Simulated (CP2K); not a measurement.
Consider trichlorofluoromethane at its PBE geometry (Å).

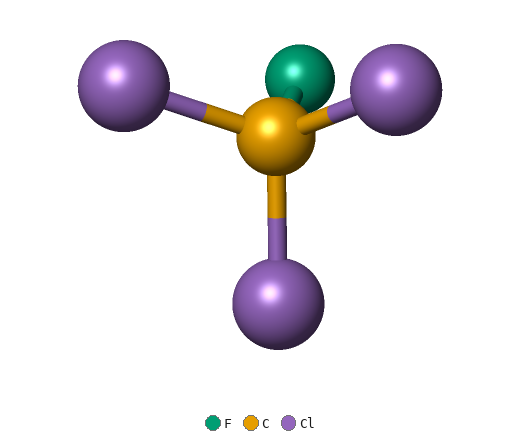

The molecule (fluorine teal, carbon orange, chlorine purple).

```xyz
5

F     0.0083   -0.0350    1.4261
C     0.0000   -0.0011    0.0620
Cl    1.5229   -0.7112   -0.5227
Cl   -1.3925   -0.9481   -0.5117
Cl   -0.1386    1.6954   -0.4538
```

Method: CP2K XAS_TDP, all-electron GAPW, PBEh(45%), aug-pc-1, TDA, ZORA, spin–orbit coupling.

Where do the Cl L₂,₃-edge lines lie, and how strong are they?

Leading lines: Cl3 198.26 eV. The leading line of an atom is its first one with 35 % of the strongest within 2.5 eV of its lowest line over the strength cut. 

The first six lines of each atom with a strength over 0.0003:

```csv
atom,energy (eV),states,"strength, one atom"
"Cl3 (bonded to C), 3 alike",198.26,2,0.0054
,199.77,2,0.0035
,201.74,2,0.0010
,201.88,3,0.0007
,202.07,1,0.0004
,202.20,4,0.0008
```

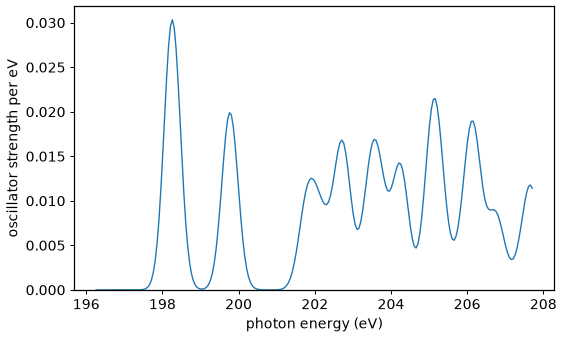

All atoms added, broadened by 0.5 eV.

Lines are vertical, at one geometry, with no vibrational structure. Without a correction of the core level, line positions, and the gaps between valence and Rydberg lines, follow the share of exact exchange. Rydberg lines, and the discretised continuum above threshold, depend on the basis and the box.

[Banner, clock and machine lines of the logs are left out without a mark of their own.]

[Logs are printed without paths, hosts, clocks, repeated set-up lines and the standing remarks that a program may print on its own settings, such as how far it seeks lower states.]

[Hosts, paths, dates, database ids (printed as entryN), source tags and the programs' standing remarks are cut or masked in the printed files.]
